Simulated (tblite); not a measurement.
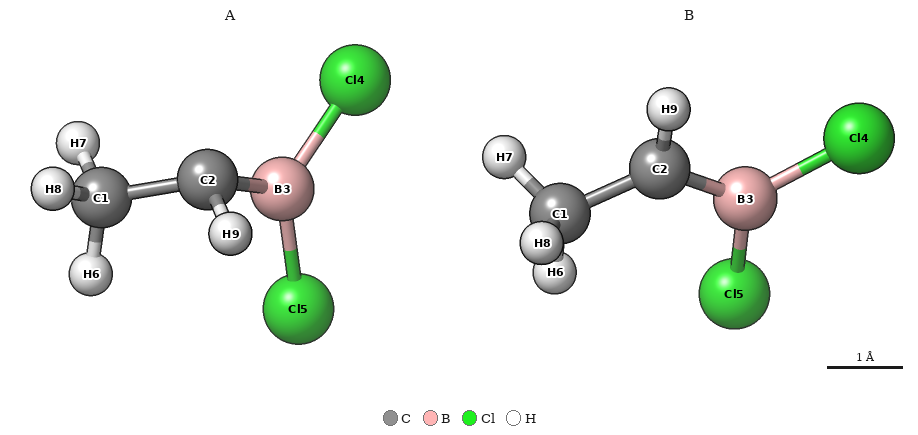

Two geometries of C2H4BCl2 (multiplicity 2), drawn at one scale. One is the start of a relaxation, the other its converged end. A ball-and-stick model, seen at a tilt.

All numbers below come from GFN2-xTB geometry optimisation, gas phase (tblite 0.8.0). 

Q: Which of the two is the end point?

A: Structure B is the relaxed one. After 82 geometry steps the energy has fallen by 1.322 eV. H9 moves most after the best rigid fit: 1.75 Å. Largest moves by element: H 1.75 Å, Cl 1.19 Å, C 0.41 Å, B 0.14 Å. Near-neighbour distances that change, for instance: C2–B3 1.612 → 1.500 Å, B3–Cl5 1.849 → 1.743 Å, B3–Cl4 1.839 → 1.744 Å, C1–C2 1.514 → 1.475 Å. Among the angles between lasting bonds that change: C1–C2–B3 111.3° → 125.8°, B3–C2–H9 108.5° → 119.8°, C1–C2–H9 110.7° → 114.4°. Cost: 0.42 s on 1 thread of Arm Neoverse V1 (shared host).
